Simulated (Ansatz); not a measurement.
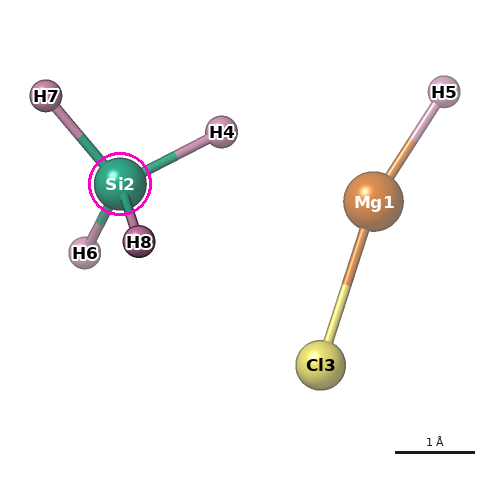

Orthographic view. Atoms fade into the background with distance from the viewer. The computed structure is the end point of a PBE0-D4/def2-TZVP optimisation.

> Which atoms are bonded to the circled atom?

The circled atom is Si2; it is bonded to H4, H6, H7, H8.

> Of Si2 and H6, which is nearer the viewer?

Si2; the bond to H6 points away from the viewer, so it looks shorter than its 1.48 Å.

> Which atom is nearest the viewer?

H8, 1.6 Å in front of the mean position.
